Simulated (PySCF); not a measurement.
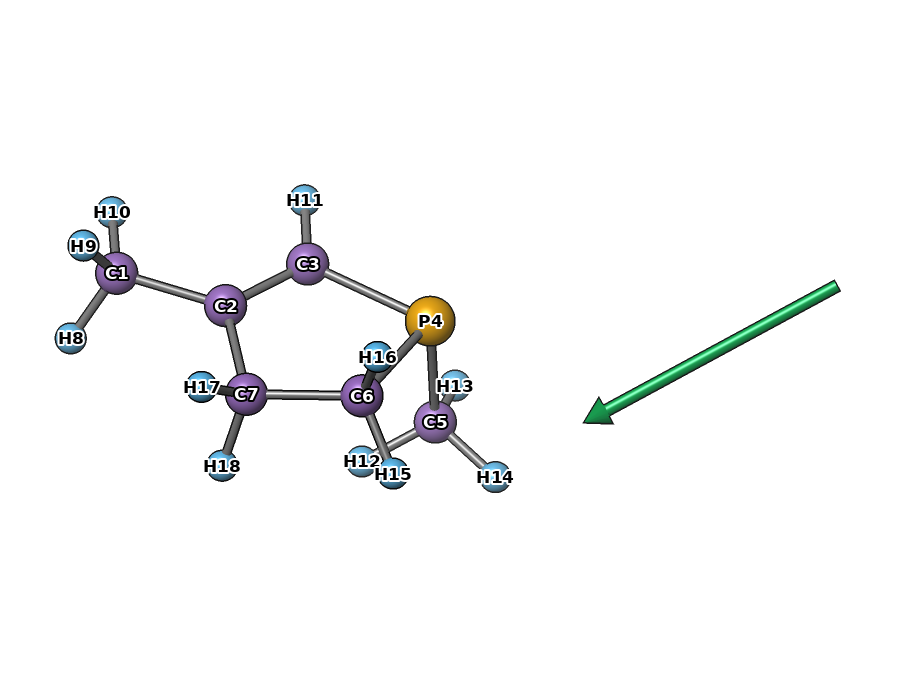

The arrow beside the molecule shows the direction of the dipole moment, from the negative to the positive end (its length means nothing). Computed geometry: GFN2-xTB optimisation. No frequency run is at hand to confirm it as a minimum. Level of theory: CAM-B3LYP/def2-SVPD, gas phase (PySCF 2.14.0).

> Estimate the dipole moment.

1.89 D; it points from the side of P4, H13 to the side of H8 (the outermost atoms at the two ends).

The geometry is semi-empirical. Around P such bond lengths and angles can be off by a tenth of an ångström or more and by several degrees, and values that hang on the shape move with them.
